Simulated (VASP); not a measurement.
Band structure of GaBi (relaxed from the CuAu structure, space group P4/mmm). Method: PBEsol GGA, VASP's PBE PAW potentials (set 64) (plane waves; VASP).

Unless said otherwise, spin-orbit coupling is left out, though it shifts the bands of the heavy elements here.

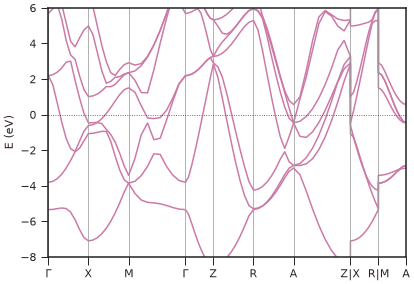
*Bands along high-symmetry lines, zero at the valence-band maximum or, without a gap, the Fermi level*

Q: Read the plot: is there a gap, and where are the band edges?

A: It has no gap at this level: it comes out as a metal or semimetal. (Edges off the drawn lines would not show.)

The structure was generated: GaBi was put into the CuAu type (P4/mmm), which need not be its known phase. It was relaxed first, which changed the volume by +23 %.
